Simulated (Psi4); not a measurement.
# H2O2 (hydrogen peroxide): a chain of runs

Wanted: a structure relaxation (PBE/6-31+G*), then the harmonic vibrations, then the energy (MP2/cc-pVTZ), then the vertical excitations (TD-PBE/6-31+G*) of H2O2 (hydrogen peroxide). 

The calculation is run with Psi4 1.11.

### 1 The system as given

H2O2 has 4 atoms, charge 0, and is taken as a singlet. As SMILES, `OO`. The start is not the relaxed shape. The run starts from this shape.

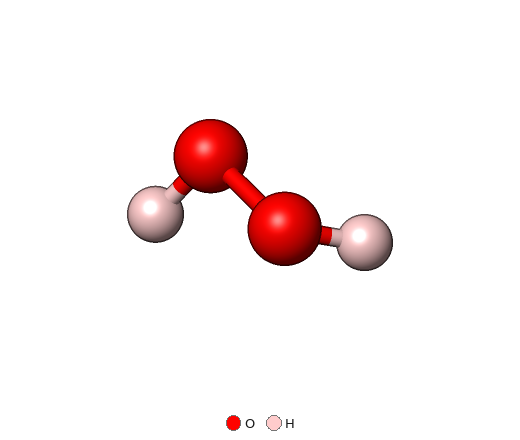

Viewed from a chosen angle; oxygen red, hydrogen pink.

### 2 A geometry optimisation at PBE/6-31+G(d) (density fitting, Cartesian functions) (run 1)

The input, job.py:

```python
import psi4

psi4.set_memory(1600000000)
psi4.set_num_threads(1)
psi4.core.set_output_file('psi4.out', False)

mol = psi4.geometry("""
0 1
O     -0.509370    -0.566147     0.091638
O      0.030190     0.738184     0.134581
H      0.145316    -1.143286     0.478921
H      0.340622     1.019971    -0.664110
""")

psi4.set_options({
    'basis': '6-31+G*',
    'geom_maxiter': 60,
})

result, w = psi4.optimize('pbe', return_wfn=True)
print('E =', round(result, 9))
print(mol.to_string(dtype='xyz', units='Angstrom'))
```

Run with:

```
$ python job.py
```

psi4.out:

```text
gradient() will perform analytic gradient computation.

   => Loading Basis Set <=

    Name: 6-31+G*
    Role: ORBITAL
    Keyword: BASIS

         ---------------------------------------------------------
                                   SCF
                              RKS Reference
                        1 Threads,   1525 MiB Core
         ---------------------------------------------------------

  ==> Geometry <==

    Molecular point group: c1
    Full point group: C1

    Geometry (in Angstrom), charge = 0, multiplicity = 1:

[... 188 lines left out ...]
    One-Electron Energy =                -282.6622856216123409
[... 319 lines left out ...]
 Dipole X            :         -0.1679551            0.9095331            0.7415781
[... 336 lines left out ...]
	   Step    Total Energy     Delta E     Max Force     RMS Force      Max Disp      RMS Disp
[... 330 lines left out ...]
   @DF-RKS iter   2:  -151.39545351043623   -3.20662e-05   1.93748e-04 ADIIS/DIIS
[... 243 lines left out ...]
  Energy and wave function converged.
[... 257 lines left out ...]
    VV10 Nonlocal Energy =                  0.0000000000000000
[... 368 lines left out ...]
	  Convergence Criteria     1.00e-06 *    3.00e-04 *             o    1.20e-03 *             o
[... 4 lines left out ...]
Next Geometry in Ang
	Fragment 1 (Ang)

	    O  -0.3167473381  -0.6575089621  -0.0953418914
	    O   0.2655721363   0.6757978865   0.1203709387
	    H   0.3264423110  -1.2012468324   0.4127995112
	    H   0.4837768916   0.9115341540  -0.8093456132

    Final optimized geometry and variables:
    Molecular point group: c1
    Full point group: C1

    Geometry (in Angstrom), charge = 0, multiplicity = 1:

    O           -0.316687495352    -0.657527175176    -0.095400304085
    O            0.265644660108     0.675779394997     0.120383419409
    H            0.326380216654    -1.201256903164     0.412861616047
    H            0.483706619418     0.911580929344    -0.809361785969

[set-up sections that repeat, and orbital energies of the middle runs, are left out above]
```

On the terminal:

```text
Some dependencies such as QCElemental have not yet finished migration to pydantic v2. If issues are encountered please downgrade pydantic or upgrade QCElemental as appropriate
	Change in internal coordinate of 5.01e-01 exceeds limit of 5.00e-01.
	Skipping Hessian update for step 2.
	Change in internal coordinate of 5.05e-01 exceeds limit of 5.00e-01.
	Skipping Hessian update for step 3.
	Energy ratio indicates iffy step.
	Intrafrag trust radius decreased to   0.25.
Optimizer: Optimization complete!
E = -151.395506561
4
0 1 H2O2
O                    -0.316687495352    -0.657527175176    -0.095400304085
O                     0.265644660108     0.675779394997     0.120383419409
H                     0.326380216654    -1.201256903164     0.412861616047
H                     0.483706619418     0.911580929344    -0.809361785969
```

Wall time 14 s (1 thread of Intel Xeon 6975P-C (Granite Rapids), shared host); peak memory 0.34 GiB.

Step by step:

```
step  energy from the first frame kept (eV)  largest force (eV/Å)
   0                                 0.0000                6.0905
   1                                -0.3582                1.1366
   2                                -0.3852                0.4671
   3                                -0.3862                0.3078
   4                                -0.3997                0.1727
   5                                -0.4003                0.0824
   6                                -0.4004                0.0079
   7                                -0.4004                0.0012
```

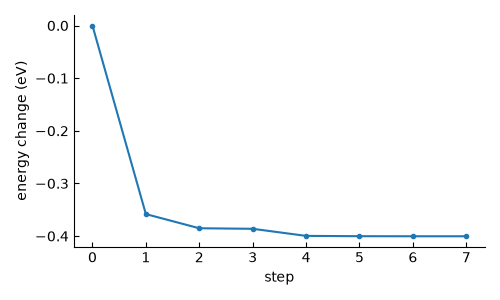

Energy along the run.

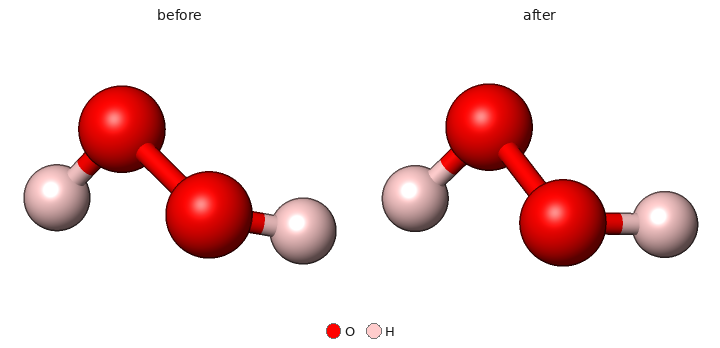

Before and after, at one scale.

After the run. Bond lengths: O1–O2 1.471 Å, O1–H3 0.984 Å, O2–H4 0.984 Å. Angles: O1–O2–H4 99.6°, O2–O1–H3 99.6°.

### 3 The harmonic vibrations at PBE/6-31+G(d) (density fitting, Cartesian functions) (run 2)

The input, job.inp:

```
memory 1600 mb

molecule mol {
  0 1
  O
  O 1 r2
  H 1 r3 2 a3
  H 2 r4 1 a4 3 d4

  r2 = 1.470844
  r3 = 0.98362
  a3 = 99.58121
  r4 = 0.983656
  a4 = 99.57887
  d4 = 117.45545
  units angstrom
}

set {
  t 298.15
  rotational_symmetry_number 2
}

e, wfn = freq("pbe/6-31+G*", return_wfn=True)
```

Run with:

```
$ psi4 -i job.inp -o job.out -n 1
```

job.out:

```text
Psi4 1.11 release

         ----------------------------------------------------------
                                   FINDIF
         ----------------------------------------------------------

[... 448 lines left out ...]
   @DF-RKS iter  10:  -151.39550652172116   -2.35900e-12   5.46682e-09 DIIS
[... 548 lines left out ...]
   @DF-RKS iter   9:  -151.39550577574565   -2.10690e-10   5.71472e-08 DIIS
[... 564 lines left out ...]
   @DF-RKS iter   7:  -151.39550400653965   -6.23573e-07   8.66319e-06 DIIS
[... 564 lines left out ...]
   @DF-RKS iter   5:  -151.39550142899824   -5.97612e-05   5.08846e-05 DIIS
[... 548 lines left out ...]
   @DF-RKS iter   4:  -151.39544283541238   -1.09120e-03   2.88399e-04 ADIIS/DIIS
[... 564 lines left out ...]
   @DF-RKS iter   2:  -150.95683179708260    3.04980e-01   2.47855e-02 ADIIS/DIIS
[... 552 lines left out ...]
    Translational S                         36.503 [cal/(mol K)]      152.728 [J/(mol K)]       0.05817083 [mEh/K] (mol. weight = 34.0055 [u], P = 101325.00 [Pa])
[... 49 lines left out ...]
  Gibbs free energy, G = H - T * S
    Electronic contrib to G beyond E_e       0.000 [kcal/mol]        0.000 [kJ/mol]       0.00000000 [Eh]
    Translational contrib to G              -9.402 [kcal/mol]      -39.338 [kJ/mol]      -0.01498317 [Eh]
    Rotational contrib to G                 -4.095 [kcal/mol]      -17.132 [kJ/mol]      -0.00652533 [Eh]
    Vibrational contrib to G                15.829 [kcal/mol]       66.229 [kJ/mol]       0.02522510 [Eh]
  Correction G                               2.332 [kcal/mol]        9.758 [kJ/mol]       0.00371660 [Eh]
  Total G, Gibbs energy at  298.15 [K]                                                 -151.39178996 [Eh]
  *** Absolute Gibbs energy, not a free energy of formation ***

    Psi4 run time: 0:00:30.26

[set-up sections that repeat, and orbital energies of the middle runs, are left out above]
```

Standard output:

```text
Warning: used thermodynamics relations inappropriate for low-frequency modes: ['382.6602']
```

It took 31 s on 1 thread of Intel Xeon 6975P-C (Granite Rapids), shared host; peak memory 0.33 GiB.

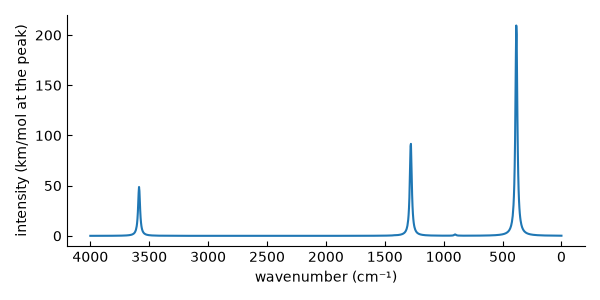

Harmonic infrared spectrum, unscaled, lines broadened by 10 cm⁻¹.

### 4 A single-point energy at MP2/cc-pVTZ (density fitting, density fitting for correlation) (run 3)

The input, job.py:

```python
import psi4

psi4.set_memory(1600000000)
psi4.set_num_threads(1)
psi4.set_output_file('psi4.out', False)

molecule = psi4.geometry("""
0 1
O
O 1 1.470844
H 1 0.98362 2 99.58121
H 2 0.983656 1 99.57887 3 117.45545
""")

psi4.set_options({
    'basis': 'cc-pVTZ',
    'freeze_core': True,
})

result = psi4.energy('mp2')
print(f'mp2 energy: {result:.10f} Eh')
```

Run with:

```
$ python job.py
```

psi4.out:

```text
Psi4 1.11 release

    SCF Algorithm Type (re)set to DF.

   => Loading Basis Set <=

    Name: CC-PVTZ
    Role: ORBITAL
    Keyword: BASIS

         ---------------------------------------------------------
                                   SCF
                              RHF Reference
                        1 Threads,   1525 MiB Core
         ---------------------------------------------------------

  ==> Geometry <==

    Molecular point group: c1
    Full point group: C1

    Geometry (in Angstrom), charge = 0, multiplicity = 1:

[... 95 lines left out ...]
   @DF-RHF iter   2:  -150.82659563181664   -4.14377e-02   1.42369e-03 ADIIS/DIIS
[... 5 lines left out ...]
   @DF-RHF iter   8:  -150.83185249348483   -8.53325e-08   8.78581e-07 DIIS
[... 26 lines left out ...]
    Final Occupation by Irrep:
[... 27 lines left out ...]
 Dipole X            :          0.1468337           -0.7588045           -0.6119708
[... 48 lines left out ...]
	 Opposite-Spin Energy      =      -0.3759657355025888 [Eh]
[... 10 lines left out ...]
	 SCS Total Energy          =    -151.3243131116810218 [Eh]
[... 2 lines left out ...]
	total time  =          0 seconds =       0.00 minutes
```

The script printed:

```text
mp2 energy: -151.3317233998 Eh
```

Run time: 1.9 s. Hardware: 1 thread of Intel Xeon 6975P-C (Granite Rapids), shared host; peak memory 0.22 GiB.

### 5 The vertical excitations at TD-PBE/6-31+G(d) (density fitting, Cartesian functions, save jk yes) (run 4)

The input, h2o2.xyz:

```xyz
4
H2O2
O     -0.527674    -0.580262     0.005516
O      0.054658     0.753045     0.221300
H      0.115394    -1.123992     0.513778
H      0.272720     0.988846    -0.708445
```

The input, h2o2.py:

```python
import psi4

psi4.set_memory('1600 MB')
psi4.set_num_threads(1)
psi4.core.set_output_file('psi4.out', False)

with open('h2o2.xyz') as f:
    atoms = ''.join(f.readlines()[2:])
geom = psi4.geometry('0 1\n' + atoms + 'symmetry c1')

psi4.set_options({
    'basis': '6-31+G*',
    'save_jk': True,
})

from psi4.driver.procrouting.response.scf_response import tdscf_excitations
result, w = psi4.energy("pbe", molecule=geom, return_wfn=True)
states = tdscf_excitations(w, states=4, tda=False)
for k, s in enumerate(states, 1):
    print(f"root {k}: {s['EXCITATION ENERGY'] * 27.211386:.4f} eV  f = {s['OSCILLATOR STRENGTH (LEN)']:.4f}  {s['SYMMETRY']}")
print(f'pbe energy: {result:.10f} Eh')
```

Run with:

```
$ python h2o2.py
```

psi4.out:

```text
=> Loading Basis Set <=

    Name: 6-31+G*
    Role: ORBITAL
    Keyword: BASIS

         ---------------------------------------------------------
                                   SCF
                              RKS Reference
                        1 Threads,   1525 MiB Core
         ---------------------------------------------------------

  ==> Geometry <==

    Molecular point group: c1
    Full point group: C1

    Geometry (in Angstrom), charge = 0, multiplicity = 1:

[... 140 lines left out ...]
                           Total Energy        Delta E     RMS |[F,P]|
[... 6 lines left out ...]
   @DF-RKS iter   5:  -151.39550494732492   -6.00357e-05   4.68999e-05 DIIS
[... 28 lines left out ...]
    Final Occupation by Irrep:
[... 13 lines left out ...]
    Empirical Dispersion Energy =           0.0000000000000000
[... 26 lines left out ...]
**********                               WARNING                                **********
[... 67 lines left out ...]
Excited State    3 (1 A):   0.24994 au   182.30 nm f = 0.0101
[... 4 lines left out ...]
Excited State    4 (1 A):   0.29566 au   154.11 nm f = 0.0006
  Sums of squares: Xssq =  1.000344e+00; Yssq =  3.436978e-04; Xssq - Yssq =  1.000000e+00
      8a  ->  11a     0.879789 (77.403%)
      9a  ->  12a     0.472020 (22.280%)

******************************************************************************************
**********                               WARNING                                **********
**********       The names of excited state variables changed between 1.5       **********
**********     and 1.6. For a quick solution, remove the symmetry specifier     **********
**********   from the variable name. For full details, see 'Notes on Psivars'   **********
**********                        in the documentation.                         **********
******************************************************************************************
```

The script printed:

```text
root 1: 5.2822 eV  f = 0.0029  A
root 2: 6.6133 eV  f = 0.0077  A
root 3: 6.8011 eV  f = 0.0101  A
root 4: 8.0453 eV  f = 0.0006  A
pbe energy: -151.3955065613 Eh
```

Run time: 7.5 s. Hardware: 1 thread of Intel Xeon 6975P-C (Granite Rapids), shared host; peak memory 0.31 GiB.

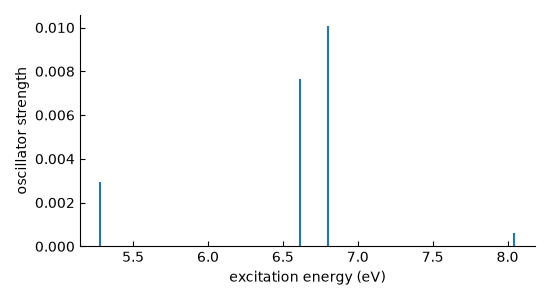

Vertical excitations as sticks.

The roots found:

```
excited state  energy (eV)  strength  label
            1        5.282    0.0029    A 1
            2        6.613    0.0077    A 1
            3        6.801    0.0101    A 1
            4        8.045    0.0006    A 1
```

### 6 Results

| quantity | value |
| --- | --- |
| run 1, PBE/6-31+G*: total energy at the end | -151.39551 Eh |
| run 1, PBE/6-31+G*: dipole moment | 1.83 D |
| run 1, PBE/6-31+G*: HOMO energy | -6.36 eV |
| run 1, PBE/6-31+G*: LUMO energy | -1.59 eV |
| run 1, PBE/6-31+G*: HOMO–LUMO gap | 4.77 eV |
| run 2, PBE/6-31+G*: lowest harmonic wavenumber | 383 cm⁻¹ |
| run 2, PBE/6-31+G*: highest harmonic wavenumber | 3586 cm⁻¹ |
| run 2, PBE/6-31+G*: zero-point energy | 66.7 kJ/mol |
| run 2, PBE/6-31+G*: ideal-gas entropy at 298.15 K (symmetry number 2 as used) | 54.4 cal/(mol K) |
| run 3, MP2/cc-pVTZ: total energy | -151.33172 Eh |
| run 3, MP2/cc-pVTZ: HOMO energy (Hartree–Fock orbitals) | -13.12 eV |
| run 3, MP2/cc-pVTZ: LUMO energy (Hartree–Fock orbitals) | 3.98 eV |
| run 3, MP2/cc-pVTZ: HOMO–LUMO gap (Hartree–Fock orbitals) | 17.11 eV |
| run 3, MP2/cc-pVTZ: correlation energy (2 core orbitals frozen) | -499.9 mEh |
| run 4, TD-PBE/6-31+G*: ground-state or mean-field energy | -151.39551 Eh |
| run 4, TD-PBE/6-31+G*: dipole moment (PBE Kohn–Sham density) | 1.83 D |
| run 4, TD-PBE/6-31+G*: HOMO energy (PBE Kohn–Sham orbitals) | -6.36 eV |
| run 4, TD-PBE/6-31+G*: LUMO energy (PBE Kohn–Sham orbitals) | -1.59 eV |
| run 4, TD-PBE/6-31+G*: HOMO–LUMO gap (PBE Kohn–Sham orbitals) | 4.77 eV |
| run 4, TD-PBE/6-31+G*: lowest excitation energy | 5.28 eV |

The optimisation (run 1, PBE/6-31+G*) took 8 steps and changed the energy by -0.400 eV. All 6 modes are real, so the shape is a minimum at this level. The brightest of the 4 transitions from the ground state lies at 6.80 eV (182 nm, f = 0.010); the lowest, at 5.28 eV, has f = 0.003. Roots above 6.4 eV lie over the negative of the HOMO energy, where a finite basis gives discretised continuum or poorly described Rydberg states.
